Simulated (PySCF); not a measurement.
SMILES CC(C)(C)c1ccccc1F at its GFN2-xTB optimised geometry (Å):

```
24

C     -0.6514    -2.2814     1.2624
C     -0.9975    -1.4775     0.0006
C     -2.5091    -1.2305    -0.0035
C     -0.6460    -2.2874    -1.2558
C     -0.2013    -0.1810     0.0000
C     -0.8017     1.0744     0.0003
C     -0.0632     2.2455     0.0004
C      1.3183     2.2031     0.0002
C      1.9510     0.9745     0.0000
C      1.1928    -0.1810     0.0000
F      1.8856    -1.3468     0.0004
H     -1.2407    -3.1953     1.2916
H     -0.8754    -1.6976     2.1534
H      0.3982    -2.5564     1.2849
H     -2.8218    -0.6839     0.8834
H     -2.8166    -0.6821    -0.8911
H     -3.0267    -2.1875    -0.0058
H      0.4012    -2.5724    -1.2670
H     -1.2436    -3.1960    -1.2888
H     -0.8557    -1.7037    -2.1506
H     -1.8759     1.1528     0.0007
H     -0.5756     3.1960     0.0007
H      1.8993     3.1124     0.0003
H      3.0267     0.8918     0.0000
```

Computed with PBE/def2-SVP in PySCF. Cells within 0.4 Å of a nucleus heavier than hydrogen are left out (blank, or x).

Map of the electrostatic potential (hartree/e), clipped to [-0.08, 0.12] on the plane z = 1.2 Å:

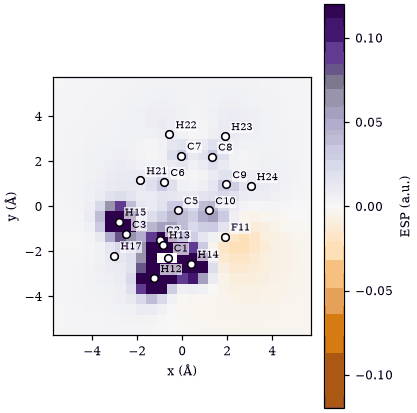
Figure: Electrostatic potential (hartree/e), clipped to [-0.08, 0.12] on the plane z = 1.2 Å.
